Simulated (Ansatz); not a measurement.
System: Cs4Au.

```
CELL_PARAMETERS angstrom
9.20908 0.00000 0.00000
0.00000 9.20908 0.00000
0.00000 0.00000 9.20908
ATOMIC_POSITIONS crystal
Cs 0.25000 0.25000 0.75000
Cs 0.75000 0.75000 0.25000
Cs 0.75000 0.25000 0.25000
Cs 0.25000 0.75000 0.75000
Cs 0.25000 0.75000 0.25000
Cs 0.75000 0.25000 0.75000
Cs 0.25000 0.25000 0.25000
Cs 0.75000 0.75000 0.75000
Au 0.00000 0.00000 0.00000
Au 0.50000 0.50000 0.50000
```

Space group Im-3m; a structure generated by program, which may or may not match a known phase; computed without spin polarisation.

These are results of DFT PBE, scalar-relativistic, plane waves, PAW in Ansatz 0.2.0, not measurements.

What will maps of the valence pseudo-density and electron localisation function show?

Answer. Cs–Au (3.99 Å): ρ is about 0.05 e/Å³ halfway; the ELF is about 0.05 at the midpoint (no shared electron pair shows on this line).
Bader's partition of the density gives Cs +0.29 and Au −1.17 e.

How much charge does the calculation move between the atoms?

Answer. Electrons move from Cs towards Au. Bader charges: Cs +0.29 and Au −1.17 e.

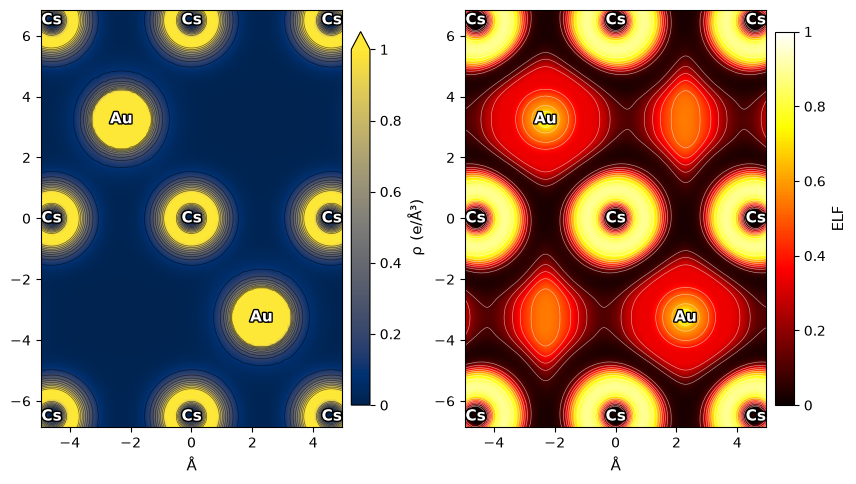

Computed valence pseudo-density and electron localisation function on the (110) plane of the conventional cell, in this order. 

In a PAW calculation such maps are meaningful between the atoms, not at the nuclei.
